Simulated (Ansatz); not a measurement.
**LaInO3 (Pnma): how G0W0 depends on its starting point**

Aim: G0W0 for LaInO3 (Pnma) on several starting functionals, at one mesh, band count and screening cutoff.

Main program and level: Ansatz 0.2.0; G0W0 on several functionals, plane waves, PAW.

In doubt: masses and optical values from hybrid runs of this build are listed as unsure (step 3), which bears on the screening that GW takes from such a start.

### Step 1. Starting point

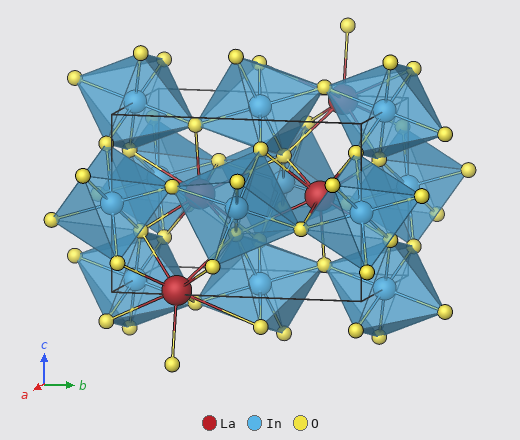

The starting structure, seen slightly off an axis (lanthanum red, indium blue, oxygen yellow). Some periodic images of atoms are drawn too.

Geometry: measured cell, ions relaxed with r2SCAN. The runs that relaxed it are not among those shown. Spin-orbit coupling is left out unless a step names it. The default PAW set here is soft_2. Its files were made with PBE.

### Step 2. G0W0 on r2SCAN

Now the one-shot GW correction: screening in the RPA, then the self-energy of the levels asked for.

This step: G0W0 on r2SCAN, plane waves, PAW.

input.yaml

```yaml
crystal:
  lattice:
    - [5.9404, 0.0, 0.0]
    - [0.0, 8.2158, 0.0]
    - [0.0, 0.0, 5.7229]
  atoms:
    - { symbol: La, position: [0.9463878522, 0.25, 0.0153056097] }
    - { symbol: La, position: [0.5536121478, 0.75, 0.5153056097] }
    - { symbol: La, position: [0.4463878522, 0.25, 0.4846943903] }
    - { symbol: La, position: [0.0536121478, 0.75, 0.9846943903] }
    - { symbol: In, position: [0.0, 0.0, 0.5] }
    - { symbol: In, position: [0.5, 0.0, 0.0] }
    - { symbol: In, position: [0.5, 0.5, 0.0] }
    - { symbol: In, position: [0.0, 0.5, 0.5] }
    - { symbol: O, position: [0.0443817441, 0.25, 0.6126999622] }
    - { symbol: O, position: [0.4556182559, 0.75, 0.1126999622] }
    - { symbol: O, position: [0.5443817441, 0.25, 0.8873000378] }
    - { symbol: O, position: [0.9556182559, 0.75, 0.3873000378] }
    - { symbol: O, position: [0.1980525852, 0.0593550042, 0.1955759518] }
    - { symbol: O, position: [0.3019474148, 0.9406449958, 0.6955759518] }
    - { symbol: O, position: [0.6980525852, 0.4406449958, 0.3044240482] }
    - { symbol: O, position: [0.8019474148, 0.5593550042, 0.8044240482] }
    - { symbol: O, position: [0.8019474148, 0.9406449958, 0.8044240482] }
    - { symbol: O, position: [0.6980525852, 0.0593550042, 0.3044240482] }
    - { symbol: O, position: [0.3019474148, 0.5593550042, 0.6955759518] }
    - { symbol: O, position: [0.1980525852, 0.4406449958, 0.1955759518] }
kpoints:
  mp_grid: { grid: [2, 2, 2] }
hamiltonian:
  xc: r2scan
scf:
  occupations: { method: fixed }
gw:
  n_empty_bands: 436
  ecut_chi: 78
  qp_bands: [v4, c4]
  qp_kpoints: band_edges
  screening: { model: contour_deformation }
```

On the command line:

```console
$ ansatz run input.yaml --threads 24 --pin off --max-ram 82944MiB --backend cuda --events-out ev --progress --plain --runs-dir out --devices 1 --max-vram 78GiB
```

Numbers of over 12 decimals in the logs are rounded to 6 here.

What it wrote:

```text
GPUs: using 1 of 1 available (devices: 1).
Engine: ansatz 0.2.0, aarch64-unknown-linux-gnu
Pseudopotentials: kind: paw
Pseudopotential: La, paw, valence charge 11, recommended cutoff 500 eV (meta_gga), La.paw.azcp
Pseudopotential: In, paw, valence charge 13, recommended cutoff 500 eV (meta_gga), In.paw.azcp
Pseudopotential: O, paw, valence charge 6, recommended cutoff 500 eV (meta_gga), O.paw.azcp
Functional definition: r2SCAN
  parameter k0 = 0.174
  parameter k1 = 0.065
  parameter a1 = 4.9479
  exchange = r2scan_x(k0 = k0, k1 = k1, a1 = a1)
  correlation = r2scan_c
[...]
Crystal: 20 atoms, lattice volume = 279.307 Å³
Basis set: ecut = 500 eV, 7101 PW (Γ), exchange–correlation on 180×240×180 points (64 copies of the dense FFT grid, shifted against one another)
Bands: 104, of which v1, the nominal top of the filled ones, is band 84 counted from 1 (83 counted from 0)
Symmetry: 8 space group operations
Space group: Pnma (ITA 62), of the structure as read, at distance tolerance 6.5e-5 Å
k-points: 8
Non-local potential: La, projectors of the file, l = 0: 3, l = 1: 2, l = 2: 2, l = 3: 3
Non-local potential: In, projectors of the file, l = 0: 2, l = 1: 2, l = 2: 2, l = 3: 2
Non-local potential: O, projectors of the file, l = 0: 2, l = 1: 2, l = 2: 1
PAW form: soft (Blöchl's): semilocal exchange-correlation on the pseudo side does not see the compensation charge
PAW frozen core: La, regenerated for the run's functional (the file was generated under x = pbe(κ = 0.804, μ = 0.219515), c = pbe(β = 0.066725))
PAW frozen core: In, regenerated for the run's functional (the file was generated under x = pbe(κ = 0.804, μ = 0.219515), c = pbe(β = 0.066725))
PAW frozen core: O, regenerated for the run's functional (the file was generated under x = pbe(κ = 0.804, μ = 0.219515), c = pbe(β = 0.066725))
PAW one-centre angular grid: La, 974 points (default); XC on 160 Gauss nodes
PAW one-centre angular grid: In, 590 points (default); XC on 289 of its mesh's 2783 points in the sphere
PAW one-centre angular grid: O, 302 points (default); XC on 160 Gauss nodes
Initial density: superposition of atomic densities (neutral atoms: chi_scale 0, normalization atom), corrected by the library's trained network
Initial wavefunctions: pseudopotential atomic-orbital guess
[...]
Functional: x = r2scan, c = r2scan; τ floored in thin density (d = 2e-4 eV/Å³)
SCF iter   1: F=—  HF=-54353.308298 eV  |F-HF|=—  |Δ(HF+E_count)|=         —  Δρ=1.29e-2  dr2=5.35e-1  dr2_τ=7.56e-1  ethr=1.77e-3  ⟨swp⟩=4.8  Hψ=2949  notcnv=0  defer=127
preconditioner: auto → Resta (q_TF=auto, 2.507 Å⁻¹)  ε∞=4.7  [insulator: Δε(μ)=3.625 eV  Ē_g=14.650 eV  n_scr=74 (ndim 8)  ℏωp=28.1 eV  f_vac=0.000  ε∞_Penn≈4.7]
SCF iter   2: F=—  HF=-54353.710882 eV  |F-HF|=—  |Δ(HF+E_count)|=   4.03e-1  Δρ=6.14e-3  dr2=7.13e-2  dr2_τ=1.08e-2  ethr=3.18e-4  ⟨swp⟩=3.5  Hψ=1671  notcnv=0  defer=136
SCF iter   3: F=—  HF=-54353.699122 eV  |F-HF|=—  |Δ(HF+E_count)|=   1.18e-2  Δρ=1.87e-3  dr2=6.45e-3  dr2_τ=7.27e-4  ethr=4.24e-5  ⟨swp⟩=4.1  Hψ=1535  notcnv=0  defer=140
SCF iter   4: F=—  HF=-54353.698944 eV  |F-HF|=—  |Δ(HF+E_count)|=   1.78e-4  Δρ=5.36e-4  dr2=4.20e-4  dr2_τ=8.25e-5  ethr=3.84e-6  ⟨swp⟩=3.6  Hψ=1425  notcnv=0  defer=140
SCF iter   5: F=—  HF=-54353.699049 eV  |F-HF|=—  |Δ(HF+E_count)|=   1.05e-4  Δρ=2.50e-4  dr2=1.43e-4  dr2_τ=2.37e-5  ethr=2.50e-7  ⟨swp⟩=2.0  Hψ=1424  notcnv=0  defer=140
SCF iter   6: F=—  HF=-54353.699031 eV  |F-HF|=—  |Δ(HF+E_count)|=   1.75e-5  Δρ=5.31e-5  dr2=6.00e-6  dr2_τ=7.10e-7  ethr=8.53e-8  ⟨swp⟩=2.0  Hψ=1384  notcnv=0  defer=140
SCF iter   7: F=—  HF=-54353.699034 eV  |F-HF|=—  |Δ(HF+E_count)|=   2.78e-6  Δρ=2.23e-5  dr2=1.37e-6  dr2_τ=9.91e-8  ethr=3.57e-9  ⟨swp⟩=2.4  Hψ=1495  notcnv=0  defer=132
SCF iter   8: F=-54353.699034 eV  HF=-54353.699034 eV  |F-HF|=1.40e-8  |Δ(HF+E_count)|=   1.07e-7  Δρ=4.01e-6  dr2=4.40e-8  dr2_τ=1.31e-9  ethr=5.95e-11  ⟨swp⟩=11.0  Hψ=3922  notcnv=0
SCF 1 converged in 8 iterations: F = -54353.699034 eV  dr2 = 4.40e-8
  greatest PAW one-centre occupation: 0.991 electrons in one spin orbital (limit 2), on the In atom at site 6 (counted from 0), in its partial waves of l = 2
[...]
SCF converged after 8 iterations
[...]
1    81      9.3878   -25.7647     4.6892   -20.9682  0.7669     9.2804     9.2806  root
     1    82      9.3878   -25.7647     4.6892   -20.9682  0.7669     9.2804     9.2806  root
     1    83      9.4567   -26.2490     4.5675   -21.5895  0.7710     9.3646     9.3648  root
     1    84      9.4567   -26.2490     4.5675   -21.5895  0.7710     9.3646     9.3648  root
     1    85     14.8950   -14.1274    -5.1959   -21.4003  0.8029    17.0303    16.9720  root
     1    86     14.8950   -14.1274    -5.1959   -21.4003  0.8029    17.0303    16.9720  root
     1    87     15.1966   -18.6395    -8.3627   -30.7935  0.7569    19.4105    18.9878  root ?
     1    88     15.1966   -18.6395    -8.3627   -30.7935  0.7569    19.4105    18.9878  root ?
     2    81      9.3953   -26.1304     4.6614   -21.3779  0.7683     9.3041     9.3042  root
     2    82      9.3953   -26.1304     4.6614   -21.3779  0.7683     9.3041     9.3042  root
     2    83      9.7064   -27.3509     4.2855   -23.0002  0.7783     9.6411     9.6412  root
     2    84      9.7064   -27.3509     4.2855   -23.0002  0.7783     9.6411     9.6412  root
     2    85     14.2441   -12.5926    -3.7922   -17.4712  0.8233    15.3398    15.3304  root
     2    86     14.2441   -12.5926    -3.7922   -17.4712  0.8233    15.3398    15.3304  root
     2    87     15.2003   -18.7679    -8.3723   -30.9427  0.7565    19.4285    19.0029  root ?
     2    88     15.2003   -18.7679    -8.3723   -30.9427  0.7565    19.4285    19.0029  root ?
     3    81      9.3773   -26.1298     4.5781   -21.4632  0.7688     9.2888     9.2890  root
     3    82      9.3773   -26.1298     4.5781   -21.4632  0.7688     9.2888     9.2890  root
     3    83      9.5907   -26.3759     4.5780   -21.7219  0.7720     9.5147     9.5148  root
     3    84      9.5907   -26.3759     4.5780   -21.7219  0.7720     9.5147     9.5148  root
     3    85     15.1125   -15.5266    -6.3927   -24.7111  0.7854    18.0572    17.9043  root ?
     3    86     15.1125   -15.5266    -6.3927   -24.7111  0.7854    18.0572    17.9043  root ?
     3    87     15.1894   -16.9402    -7.4705   -27.7353  0.7693    18.8109    18.5140  root ?
     3    88     15.1894   -16.9402    -7.4705   -27.7353  0.7693    18.8109    18.5140  root ?
     4    81      9.4046   -25.8531     4.6854   -21.0385  0.7676     9.2752     9.2754  root
     4    82      9.4046   -25.8531     4.6854   -21.0385  0.7676     9.2752     9.2754  root
     4    83      9.5253   -26.5818     4.5308   -21.9788  0.7716     9.4531     9.4531  root
     4    84      9.5253   -26.5818     4.5308   -21.9788  0.7716     9.4531     9.4531  root
     4    85     14.8489   -13.9117    -5.0698   -20.9952  0.8049    16.9155    16.8626  root
     4    86     14.8489   -13.9117    -5.0698   -20.9952  0.8049    16.9155    16.8626  root
     4    87     15.1747   -18.0210    -8.0471   -29.6879  0.7610    19.1798    18.7946  root ?
     4    88     15.1747   -18.0210    -8.0471   -29.6879  0.7610    19.1798    18.7946  root ?
     5    81      9.6386   -26.2548     4.6053   -21.5504  0.7701     9.5394     9.5395  root
     5    82      9.6386   -26.2548     4.6053   -21.5504  0.7701     9.5394     9.5395  root
     5    83      9.6778   -27.3312     4.2654   -23.0218  0.7785     9.6338     9.6338  root
     5    84      9.6778   -27.3312     4.2654   -23.0218  0.7785     9.6338     9.6338  root
     5    85     15.2419   -18.8276    -8.3913   -31.0284  0.7569    19.4782    19.0513  root ?
     5    86     15.2419   -18.8276    -8.3913   -31.0284  0.7569    19.4782    19.0513  root ?
     5    87     15.2512   -19.2954    -8.5845   -31.7703  0.7528    19.6045    19.1415  root ?
     5    88     15.2512   -19.2954    -8.5845   -31.7703  0.7528    19.6045    19.1415  root ?
     6    81      9.3825   -25.9006     4.6115   -21.1795  0.7687     9.2728     9.2730  root
     6    82      9.3825   -25.9006     4.6115   -21.1795  0.7687     9.2728     9.2730  root
     6    83      9.3825   -25.9006     4.6115   -21.1795  0.7687     9.2728     9.2730  root
     6    84      9.3825   -25.9006     4.6115   -21.1795  0.7687     9.2728     9.2730  root
     6    85     15.1424   -16.0675    -6.6842   -25.7122  0.7793    18.2925    18.1030  root ?
     6    86     15.1424   -16.0675    -6.6842   -25.7122  0.7793    18.2925    18.1030  root ?
     6    87     15.1424   -16.0675    -6.6842   -25.7122  0.7793    18.2925    18.1030  root ?
     6    88     15.1424   -16.0675    -6.6842   -25.7122  0.7793    18.2925    18.1030  root ?
     7    81      9.5253   -26.4278     4.5492   -21.7868  0.7711     9.4334     9.4336  root
     7    82      9.5253   -26.4278     4.5492   -21.7868  0.7711     9.4334     9.4336  root
     7    83      9.5253   -26.4278     4.5492   -21.7868  0.7711     9.4334     9.4336  root
     7    84      9.5253   -26.4278     4.5492   -21.7868  0.7711     9.4334     9.4336  root
     7    85     15.2342   -18.9714    -8.4784   -31.2932  0.7551    19.5193    19.0775  root ?
     7    86     15.2342   -18.9714    -8.4784   -31.2932  0.7551    19.5193    19.0775  root ?
     7    87     15.2342   -18.9714    -8.4784   -31.2932  0.7551    19.5193    19.0775  root ?
     7    88     15.2342   -18.9714    -8.4784   -31.2932  0.7551    19.5193    19.0775  root ?
```

Wall time 7.8 s (1 × NVIDIA GB200 (shared by 2 runs) with 24 threads of Arm Neoverse V2, shared host); peak memory 2.7 GiB.

This step gave:

```
bands summed                                 : 520
RPA ε∞ on this mesh (eigenvalues)            : 4.153, 4.275, 4.377
plane waves in the screening matrix          : 431
q-points in the mesh                         : 8
G0W0 gap on the mesh                         : 4.442 eV
k of the valence top                         : 0, 0, 0
k of the conduction bottom                   : 0, 0, 0
starting gap on the mesh                     : 3.554 eV
Z at the valence top                         : 0.7779
Z at the conduction bottom                   : 0.8282
least direct G0W0 gap on the computed points : 4.442 eV
```

The gap on the mesh goes from 3.55 eV to 4.44 eV, a correction of +0.89 eV. Between the two edge states, bare exchange in place of the xc potential would open the gap by 8.58 eV, and correlation takes back 7.69 eV.

### Step 3. G0W0 on HSE06

One-shot GW remembers its start. Another functional's orbitals and levels show by how much.

This step: G0W0 on HSE06, plane waves, PAW.

Changes to input.yaml since step 2:

```diff
@@ -29,3 +29,3 @@
 hamiltonian:
-  xc: r2scan
+  xc: hse06
 scf:
```

What it wrote:

```text
GPUs: using 1 of 1 available (devices: 1).
[...]
davidson cushion auto → on  (no smearing: the cushion is to keep the highest requested band from converging to the state above it; pin scf.eigensolver.cushion to override)
[...]
Crystal: 20 atoms, lattice volume = 279.307 Å³
Basis set: ecut = 420 eV, 5459 PW (Γ)
Bands: 104, of which v1, the nominal top of the filled ones, is band 84 counted from 1 (83 counted from 0)
Symmetry: 8 space group operations
[...]
k-points: 8
[...]
SCF iter   1: F=—  HF=-54220.810534 eV  |F-HF|=—  |Δ(HF+E_count)|=         —  Δρ=2.51e-3  dr2=9.16e-3  ethr=1.77e-3  ⟨swp⟩=5.0  Hψ=3989  notcnv=0
[...]
SCF iter   2: F=—  HF=-54220.826956 eV  |F-HF|=—  |Δ(HF+E_count)|=   1.64e-2  Δρ=1.82e-3  dr2=5.97e-3  ethr=5.45e-6  ⟨swp⟩=6.4  Hψ=3531  notcnv=0
[...]
SCF iter   4: F=-54220.827311 eV  HF=-54220.827316 eV  |F-HF|=5.04e-6  |Δ(HF+E_count)|=   4.67e-4  Δρ=4.49e-4  dr2=3.02e-4  ethr=7.16e-7  ⟨swp⟩=3.9  Hψ=2092  notcnv=0  defer=1
SCF 1 stopped early in 4 iterations: F = -54220.827311 eV  dr2 = 3.02e-4
[...]
Exchange kernel: α = 0.2500, screened, ω = 0.2079 Å⁻¹, Wigner–Seitz truncation, v(0) = 991.0381 eV·Å³, q-mesh 2×2×2, nearest image of the exchange supercell L = 11.45 Å, pair-density grid 30×40×30, without the augmentation charges, whose exchange is taken in its separable form by FFT convolution over the k-point mesh (sized by the pseudopotential files, 40×60×40 at the most), smooth part of the exact exchange by density-matrix convolution in up to 3.58 GiB of GPU memory as planned if the GPU has room (build and FFT work areas not counted)
Frozen-core exchange: fock
[...]
hybrid outer 1: dexx = +1.274e-1 eV, tail = 4.89e-4 eV
[...]
SCF 3 converged in 5 iterations: F = -54252.904313 eV  dr2 = 3.87e-8
[...]
hybrid outer 2: dexx = +9.044e-6 eV, tail = 1.48e-7 eV, Δε = 4.91e-3 eV (about 1.20e-4 eV left of the loop's levels)
[...]
0    88     16.0088    -9.2575    -4.1063   -14.2918  0.8388    16.9434    16.9368  root
     1    81      8.6557   -26.3901     4.2264   -22.4858  0.7935     8.9769     8.9778  root
     1    82      8.6557   -26.3901     4.2264   -22.4858  0.7935     8.9769     8.9778  root
     1    83      8.7209   -26.2629     4.3056   -22.2934  0.7930     9.0560     9.0570  root
     1    84      8.7209   -26.2629     4.3056   -22.2934  0.7930     9.0560     9.0570  root
     1    85     15.3456   -11.9832    -3.9347   -16.9346  0.8400    16.3690    16.3622  root
     1    86     15.3456   -11.9832    -3.9347   -16.9346  0.8400    16.3690    16.3622  root
     1    87     16.1615    -9.3280    -4.4777   -14.8996  0.8377    17.2654    17.2554  root
[...]
7    85     16.3099   -11.0832    -4.5658   -16.9716  0.8335    17.6472    17.6324  root
     7    86     16.3099   -11.0832    -4.5658   -16.9716  0.8335    17.6472    17.6324  root
     7    87     16.3099   -11.0832    -4.5658   -16.9716  0.8335    17.6472    17.6324  root
     7    88     16.3099   -11.0832    -4.5658   -16.9716  0.8335    17.6472    17.6324  root
```

The job ended after 32 s (1 × NVIDIA GB200 (shared by 2 runs) with 24 threads; peak memory 2.6 GiB).

This step gave:

- bands summed: 520
- RPA ε∞ on this mesh (eigenvalues): 3.685, 3.792, 3.853
- plane waves in the screening matrix: 431
- q-points in the mesh: 8
- G0W0 gap on the mesh: 4.795 eV
- k of the valence top: 0, 0, 0
- k of the conduction bottom: 0, 0, 0
- starting gap on the mesh: 4.380 eV
- Z at the valence top: 0.7988
- Z at the conduction bottom: 0.8459
- least direct G0W0 gap on the computed points: 4.795 eV

Against the run with 2×2×2 mesh, 436 empty bands, screening to 78 eV on r2SCAN, the gap moves by +0.35 eV, while the start moved by +0.83 eV.

(Continued in part 2 of 2.)

[Paths, hosts, dates, memory and timing lines, banners, echoed tables and standing remarks are left out of the program output.]

[Logs are printed without paths, hosts, clocks, repeated set-up lines and the standing remarks that a program may print on its own settings, such as how far it seeks lower states.]

[Runs of the session that timed out or met a known fault of the program may be left out.]

[Cells called generated may have been cut or substituted from an entry of the Crystallography Open Database or the Materials Project.]

[Hosts, paths, dates, database ids (printed as entryN), source tags and the programs' standing remarks are cut or masked in the printed files.]
